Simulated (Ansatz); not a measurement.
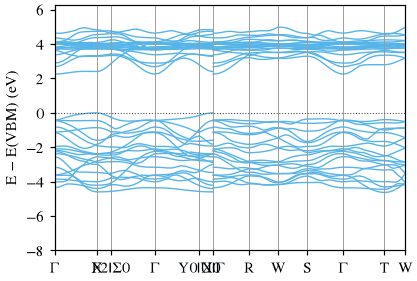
Band structure from PBE in the plane-wave PAW code Ansatz

Read off the gap and where the band edges lie.

About 2.3 eV (2.25 eV by a search for the band edges); maximum at X, minimum at Γ.

Which of these materials gives this?
(A) LaZrNO2, I2_12_12_1 (Pearson symbol oI20)
(B) FeBiO3, Ima2 (Bi on 4b, Fe on 4a, O on 8c, O on 4b)
(C) C, Ibam (C on 8j, C on 4a)

A, LaZrNO2, I2_12_12_1 (Pearson symbol oI20)

The start of the workflow was typed in or built on a structure type; neither database checked (COD, Materials Project) lists it. Its standing as an ambient phase is unchecked. Symmetry was held in the PBE relaxation; whether a distortion lowers the energy is not shown. No spin polarisation was allowed. Spin–orbit coupling is left out wherever it is not named.

Potentials: the earlier of the program's two PAW sets.
